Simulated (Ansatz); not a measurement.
# Calculations on Si₂N₂H₅OF

## 1. Relaxation

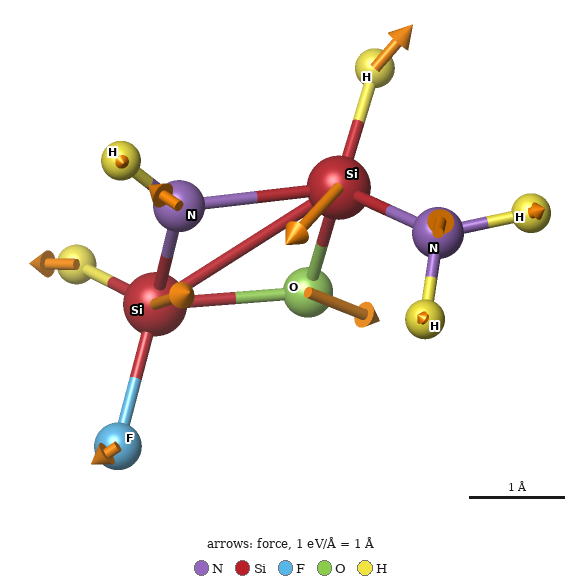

Starting geometry of Si$_{2}$N$_{2}$H$_{5}$OF with the computed forces as orange arrows. The picture is a ball-and-stick view, seen at a tilt.

The run prepares an end point of a later path (torsion) calculation, from a guessed geometry.

Theory: Ansatz, RKS BHLYP-D4/def2-SVP.

Input
```yaml
crystal:
  periodic: [false, false, false]
  atoms:
    - { symbol: "N", position_ang: [1.87117, 0.8678, -0.30944] }
    - { symbol: Si, position_ang: [0.20074, 0.85092, 0.04213] }
    - { symbol: "N", position_ang: [-0.23977, -0.49928, 1.06069] }
    - { symbol: Si, position_ang: [-1.37311, -1.04538, -0.12163] }
    - { symbol: F, position_ang: [-1.00016, -2.47151, -0.74347] }
    - { symbol: O, position_ang: [-0.84225, 0.17291, -1.08466] }
    - { symbol: H, position_ang: [2.2632, 1.67697, -0.75836] }
    - { symbol: H, position_ang: [2.28929, 0.02473, -0.67122] }
    - { symbol: H, position_ang: [-0.30754, 2.15059, 0.42032] }
    - { symbol: H, position_ang: [-0.07647, -0.72329, 2.02387] }
    - { symbol: H, position_ang: [-2.78509, -1.00446, 0.14176] }
basis:
  gaussian: { orbitals: def2-SVP }
hamiltonian:
  xc: { name: BHLYP }
  dispersion: d4
relax:
  f_tol: 0.015
  max_steps: 40
output:
  orbitals: {}
```

Run as
```bash
ansatz run input.yaml --threads 2 --pin off --max-ram 3072MiB --backend cpu --events-out ev --progress --plain --runs-dir out
```

What follows when this structure is relaxed?

It isn't relaxed: the largest force vector, on Si2, is 1.12 eV/Å. The final displacements follow the starting forces only in part (cosine between the two patterns 0.35). The energy falls by 2.59 kcal/mol in 7 accepted moves (8 points after the start). The largest force component goes from 0.99 to 0.0056 eV/Å. The line search rejected the trial step at point 3 of the run. The largest move after the best rigid fit is that of H9, 0.15 Å. Largest moves by element: H 0.15 Å, N 0.09 Å, O 0.07 Å, F 0.04 Å, Si 0.03 Å. Near-neighbour distances that change, for instance: Si4–H11 1.437 → 1.463 Å, Si2–H9 1.446 → 1.470 Å, Si2–O6 1.678 → 1.697 Å, Si4–O6 1.641 → 1.659 Å. Among the angles between lasting bonds that change: N1–Si2–H9 112.9° → 106.6°, Si4–Si2–H9 118.9° → 125.0°, Si2–N1–H8 118.1° → 122.7°. The run took 41 s on 2 threads of Arm Neoverse V1, with other jobs on the host, peak memory 0.28 GiB.

## 2. Relaxation

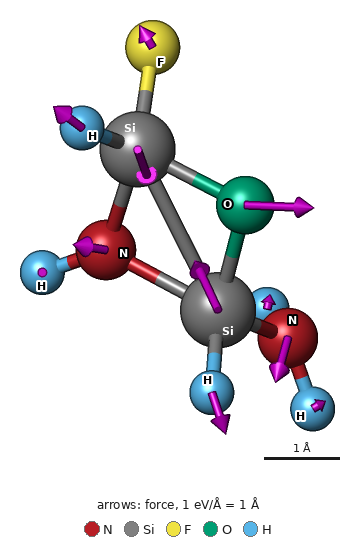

Starting geometry of Si2N2H5OF with the computed forces as purple arrows. Style: ball-and-stick. Shown from a free direction.

The run prepares an end point of a later path (torsion) calculation, from a guessed geometry.

Method: RKS BHLYP-D4/def2-SVP (Ansatz). Settings: no spin polarisation; force threshold 0.015 eV/Å; at most 40 steps.

### What follows when this structure is relaxed?

It isn't relaxed: the largest force vector, on a Si atom, is 1.12 eV/Å. The final displacements have little in common with the starting forces (cosine between the two patterns 0.29). The atom that moves furthest after the best rigid fit is an H atom (0.26 Å). By element the largest moves are H 0.26 Å, N 0.21 Å, Si 0.11 Å, F 0.09 Å, O 0.07 Å. Among the contacts that change: H–Si 1.437 → 1.463 Å, O–Si 1.678 → 1.697 Å, O–Si 1.641 → 1.659 Å, N–Si 1.707 → 1.692 Å. Bond angles that change, for instance: N–Si–H 112.9° → 106.6°, Si–Si–H 118.9° → 124.9°, Si–Si–H 126.3° → 130.7°. Over 7 accepted moves (8 points after the start) the energy falls by 0.179 eV. Largest force component: 1 eV/Å at the start, 0.005 eV/Å at the end. The line search rejected the trial step at point 3 of the run.

## 3. Path

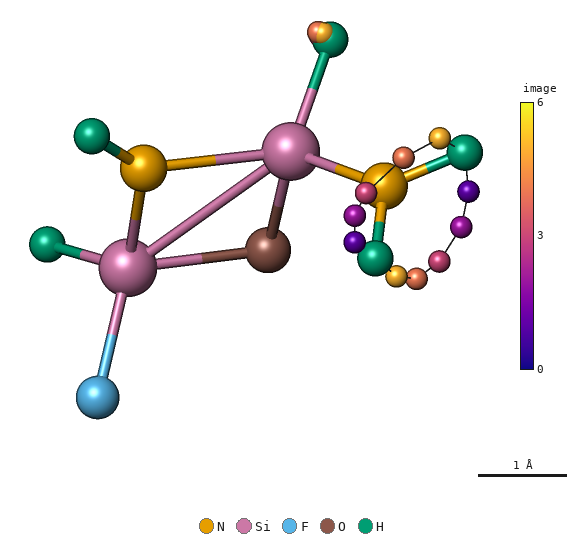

A search for the minimum-energy path of Si2N2H5OF by the nudged elastic band. Images are numbered from 0 (start) to 6 (end). The start is drawn whole; smaller spheres mark the moving atoms (H) in the later images, joined by lines and coloured by the number of the image. A ball-and-stick model, seen at a tilt.

Computed with Ansatz 0.2.0, RKS BHLYP-D4/def2-SVP. Set-up: 5 movable images; climbing image; force threshold 0.05 eV/Å; iteration limit 60; starting path by image-dependent pair potential.

Describe the path and its energy.

Answer. The motion is a rotation about the N–Si bond. No bond forms or breaks between the ends. Bond angles that change up to the highest image, for instance: N–Si–O 118.4° → 112.4°, N–Si–H 106.6° → 111.6°. The two ends have the same energy, and the highest point, image 3, lies 5.61 kcal/mol above the start. The band converged in 10 iterations. The largest component of the band force went from 0.63 to 0.045 eV/Å. The climbing image converged on the top of the path. Its vibrational analysis gives one imaginary mode (330i cm⁻¹), as a transition state must have.

The run took 2.8 min on 2 threads of Arm Neoverse V1, with other jobs on the host, peak memory 0.3 GiB.
